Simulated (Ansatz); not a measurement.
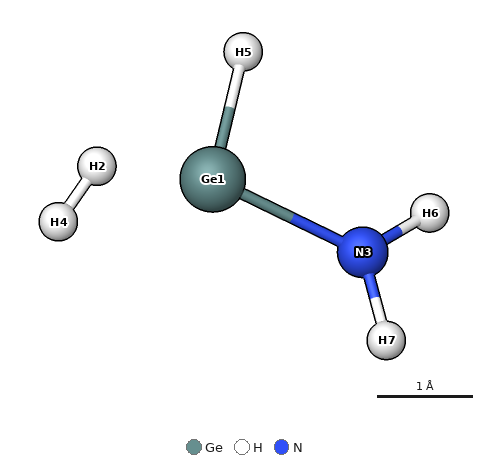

Fig. 1: The structure (ball-and-stick view, seen at a tilt; atoms are numbered from 1 in the order of the input). Sticks mark near contacts. Bond lengths as drawn: Ge–H 1.60 Å, Ge–N 1.82 Å, H–H 0.75 Å and H–N 1.01 Å.

# Run report: GeNH₅, single-point calculation

The run: single-point calculation of GeNH₅. Method and program: RKS PBE0-D4/def2-TZVPP (Ansatz 0.2.0).

The geometry is the product side of a reaction. The geometry comes from this level: PBE0-D4/def2-TZVP.

Output:
```
Functional definition: PBE0
  name "PBE0"
  cite "Adamo & Barone, J. Chem. Phys. 110, 6158 (1999) doi:10.1063/1.478522"
  cite "Perdew, Burke & Ernzerhof, Phys. Rev. Lett. 77, 3865 (1996) doi:10.1103/PhysRevLett.77.3865"
  parent pbe
  parameter a = 0.25
  parameter kappa = 0.804
  parameter beta = 0.06672455060314922
  exchange = (1 - a)*pbe_x(kappa = kappa, mu = beta*pi^2/3) + a*exact_x
  correlation = pbe_c(beta = beta)
851 factors; their error is unknown
mean field evaluation 1: about -58073.1666 eV, gradient 6.1e1 eV
mean field evaluation 2: about -58044.6314 eV, gradient 1.1e2 eV
mean field evaluation 4: about -58080.1066 eV, gradient 3.1e0 eV
mean field evaluation 8: about -58080.1308 eV, gradient 2.4e-1 eV
mean field evaluation 16: about -58080.4064 eV, gradient 7.8e-5 eV
mean field -58080.40639743 eV, -2134.4155667921 hartree, gradient 7.8e-5 eV, S^2 0.000000; 0 other end points of the search recorded, 0 dependent functions left out
reference -58080.40642363 eV, -2134.4155677551 hartree; 22, 22 occupied and 127, 127 virtual orbitals, 851 factors
Total energy: -58080.48169739 eV, -2134.4183340147 hartree
```

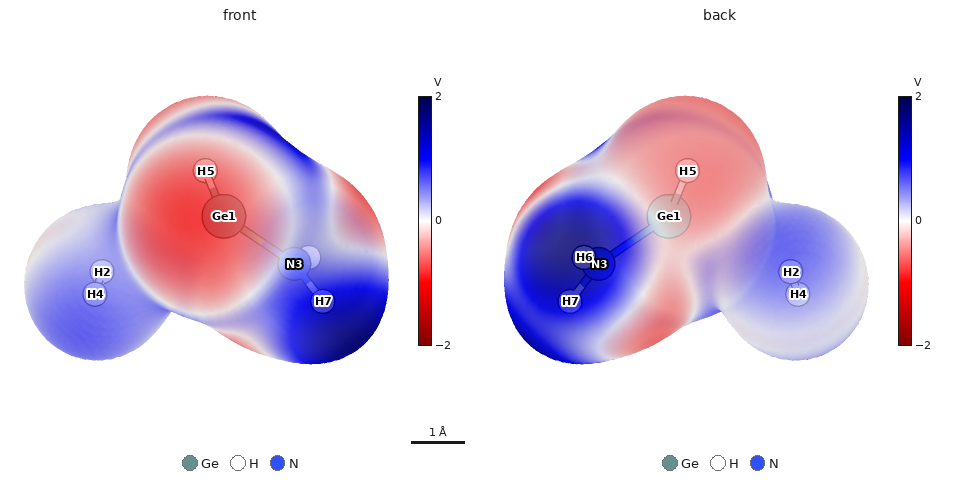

Fig. 2: The electrostatic potential painted on the density surface at 0.002 e/bohr³, seen face on and from behind; the colour scale runs from red (negative) to blue (positive). A positive charge is drawn to the negative regions and a negative charge to the positive ones.

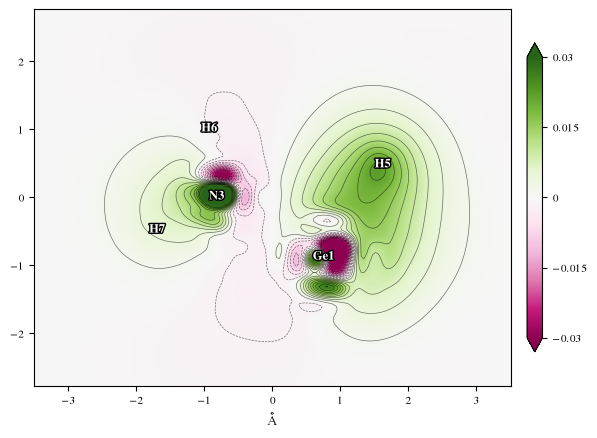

Fig. 3: The LUMO on the plane of atoms Ge1, N3 and H6 (values in Å⁻³ᐟ²; the overall sign is arbitrary). Its weight (Hirshfeld) is mainly on Ge1 (75 %) and N3 (10 %). Its energy is −1.47 eV.

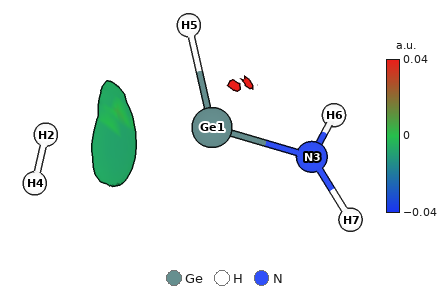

Fig. 4: Non-covalent interaction (NCI) plot: the surface where the reduced density gradient is 0.5, for densities under 0.05 a.u., coloured by sign(λ₂)ρ; seen at a tilt. Between H2 on one side and Ge1 on the other: a weak, van der Waals-like contact (green).

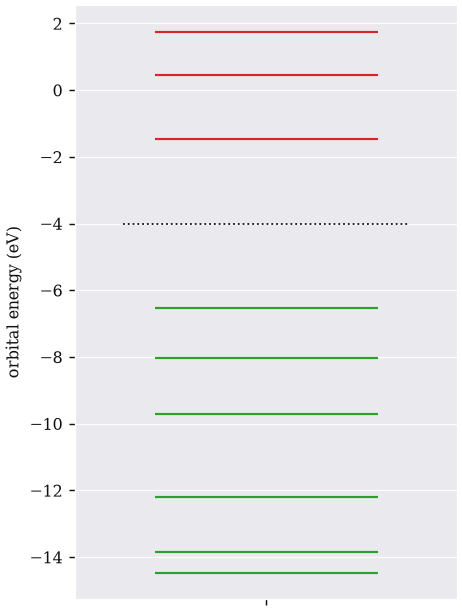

Fig. 5: Orbital energies near the frontier; the dotted line parts filled from empty levels, and levels within 0.02 eV of each other stand side by side. Highest filled −6.53 eV, lowest empty −1.47 eV, 5.06 eV apart.

This output came from the following input.

Input file:
```yaml
crystal:
  periodic: [false, false, false]
  atoms:
    - {symbol: Ge, position_ang: [0.351085, -1.052913, 0.522198]}
    - {symbol: H, position_ang: [-1.615796, 1.070838, 1.378516]}
    - {symbol: N, position_ang: [0.732008, -0.386782, -1.123860]}
    - {symbol: H, position_ang: [-2.130126, 0.547724, 1.230579]}
    - {symbol: H, position_ang: [0.999366, 0.205775, 1.270975]}
    - {symbol: H, position_ang: [1.184403, 0.493043, -1.311930]}
    - {symbol: H, position_ang: [0.479061, -0.877585, -1.966378]}
basis:
  gaussian: {orbitals: def2-TZVPP}
hamiltonian: {xc: pbe0, dispersion: d4}
output: {orbitals: {seedname: orbitals}}
```

Run as:
```bash
ansatz run in.yaml --threads 2 --pin off --events-out ev --progress --plain --max-ram 4352MiB
```

Results in brief:

| quantity | value |
| --- | --- |
| outcome | converged |
| total energy | −58080.4817 eV |
| mean-field energy | −58080.4064 eV |
| dispersion energy | −0.0753 eV |
| SCF solution under orbital rotations | stable |
| HOMO | −6.53 eV |
| LUMO | −1.47 eV |
| hardware | 2 threads of Arm Neoverse V1, 23 GiB of memory available, shared host |
| wall time | 1.5 s (CPU time 2.9 s) |
| peak memory | 0.35 GiB |
